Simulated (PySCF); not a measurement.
## Run report: C2H8AlAsS, excited-state calculation

C2H8AlAsS, SMILES C[S][AlH][AsH]C, computed with TDDFT PBE0/6-31G*, vertical, gas phase, core orbitals frozen in the response (PySCF 2.14.0).

The geometry comes from this level: PBE0-D3(BJ)/def2-SVP.

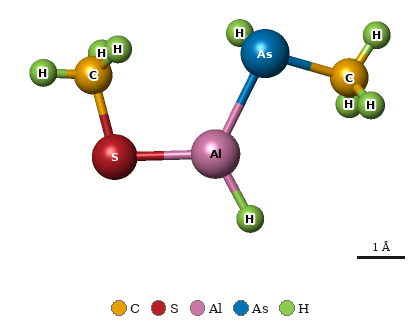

Fig. 1: The input geometry (ball-and-stick view, seen on its broad side). Sticks mark near contacts.

**Input**
```
{"job": {"kind": "uv", "xc": "PBE0", "basis": "6-31G*"}, "charge": 0, "multiplicity": 1}
C     -2.805446    -0.029893     0.157610
S     -2.218310    -0.291550    -1.554433
Al    -0.059719    -0.483439    -1.305958
As     0.844254    -0.438308     0.949620
C      2.717733     0.028829     0.484878
H     -2.343129    -0.734049     0.863289
H     -3.890676    -0.197323     0.157072
H     -2.607822     0.999355     0.486688
H      0.785010    -0.731924    -2.627858
H      0.333949     0.990209     1.142169
H      3.251240     0.283663     1.411083
H      3.193658    -0.859949     0.047197
H      2.805046     0.863776    -0.221747
```

The first line tells a small driver script what to run in PySCF; the rest is the geometry in Å.

Machine: 1 CPU thread, shared host.

Launched with:
```bash
OMP_NUM_THREADS=1 python <driver script> task.json out
```

**What the program printed**
```
coarse grid: 50136 points
cycle   1  E = -2956.5756151449  dE = -6.543e-01  |g| = 3.576e-01  |ddm| = 3.210e+00
cycle   2  E = -2956.5679252768  dE =  7.690e-03  |g| = 3.826e-01  |ddm| = 9.317e-01
cycle   3  E = -2956.6132896025  dE = -4.536e-02  |g| = 5.324e-02  |ddm| = 5.145e-01
cycle   4  E = -2956.6141892577  dE = -8.997e-04  |g| = 8.182e-03  |ddm| = 8.004e-02
cycle   5  E = -2956.6142100826  dE = -2.082e-05  |g| = 4.540e-03  |ddm| = 1.764e-02
cycle   6  E = -2956.6142153942  dE = -5.312e-06  |g| = 7.492e-04  |ddm| = 6.076e-03
final grid: 102104 points
cycle   7  E = -2956.6141795162  dE =  9.993e-09  |g| = 8.528e-04  |ddm| = 1.874e-03
cycle   8  E = -2956.6141793988  dE =  1.173e-07  |g| = 1.073e-03  |ddm| = 1.912e-03
cycle   9  E = -2956.6141796861  dE = -2.873e-07  |g| = 6.713e-05  |ddm| = 1.096e-03
cycle  10  E = -2956.6141796873  dE = -1.175e-09  |g| = 7.956e-06  |ddm| = 7.008e-05
cycle  11  E = -2956.6141796873  dE = -2.547e-11  |g| = 2.484e-06  |ddm| = 1.474e-05
```

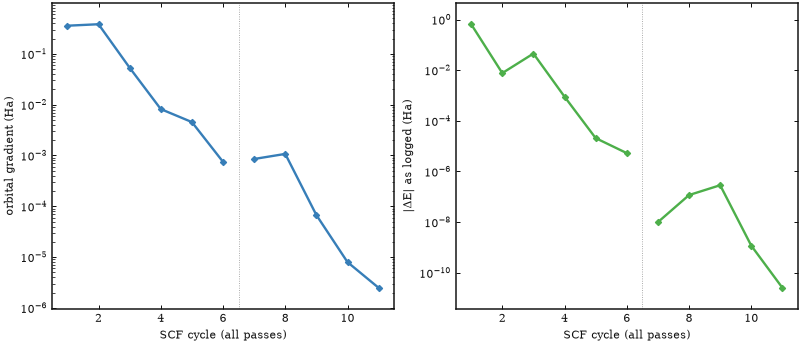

Fig. 2: Convergence of the self-consistent field: orbital gradient and size of the energy change against the SCF cycle. The dotted line marks the change from a coarse to the final integration grid. The first 6 cycles use a coarse grid, the final grid takes over at cycle 7, and the field converges after 11 cycles in all.

```
converged SCF energy = -2956.6141796873

Static polarisability (au): isotropic 94.696, principal 66.930 94.714 122.443

Singlet excitations
state   eV       nm        f      main configurations
  1   4.3423    285.5   0.02151   H->L 0.95
  2   4.9355    251.2   0.06670   H-1->L 0.92
  3   5.4777    226.3   0.01629   H-2->L 0.63, H->L+1 0.19, H->L+2 0.15
  4   5.5684    222.7   0.01691   H->L+2 0.47, H-2->L 0.27, H->L+1 0.17
  5   5.6388    219.9   0.07773   H->L+1 0.40, H->L+2 0.25, H-1->L+1 0.19
  6   5.8586    211.6   0.09339   H-1->L+1 0.46, H-1->L+2 0.20, H-3->L 0.11
  7   5.9867    207.1   0.08259   H-3->L 0.75, H->L+1 0.08
  8   6.1959    200.1   0.00348   H-1->L+2 0.67, H-1->L+1 0.25
  9   6.3634    194.8   0.01604   H->L+3 0.49, H-1->L+3 0.40
 10   6.4842    191.2   0.01247   H-1->L+3 0.51, H->L+3 0.46

Triplet excitations (Tamm-Dancoff, eV): 3.8200 4.1192 4.8398 5.0967
```

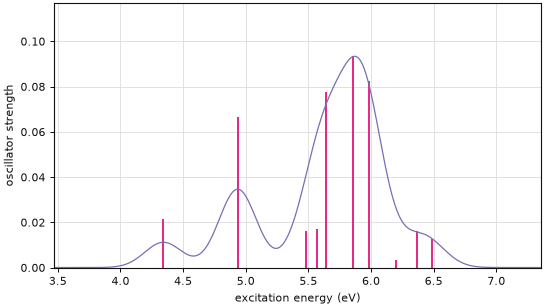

Fig. 3: Computed excitations as sticks (degenerate states added up, dark ones marked on the axis), with a Gaussian envelope of 0.35 eV full width at half maximum, scaled to the tallest. Of the 10 states the lowest lies at 4.34 eV (f = 0.022); the strongest line is at 5.86 eV, or 212 nm (f = 0.093).

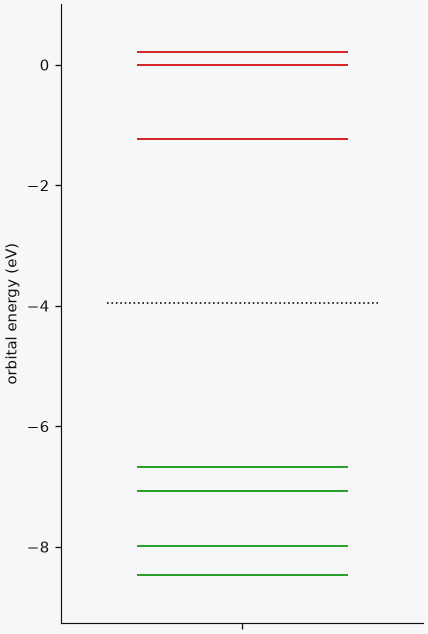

Fig. 4: Orbital energies near the frontier; the dotted line parts filled from empty levels, and levels within 0.02 eV of each other stand side by side. Highest filled −6.67 eV, lowest empty −1.23 eV, 5.44 eV apart.

**Key numbers**

```json
{"quantity": "outcome", "value": "converged"}
{"quantity": "total energy", "value": "−2956.614180 hartree"}
{"quantity": "HOMO", "value": "−6.67 eV"}
{"quantity": "LUMO", "value": "−1.23 eV"}
{"quantity": "dipole moment", "value": "1.83 D"}
{"quantity": "mean polarisability", "value": "94.70 a.u."}
{"quantity": "lowest singlet excitation", "value": "4.34 eV"}
{"quantity": "wall time", "value": "14 s"}
{"quantity": "peak memory", "value": "0.59 GiB"}
```

**Remarks**

Spin–orbit coupling is left out, which matters for the heavy atoms.
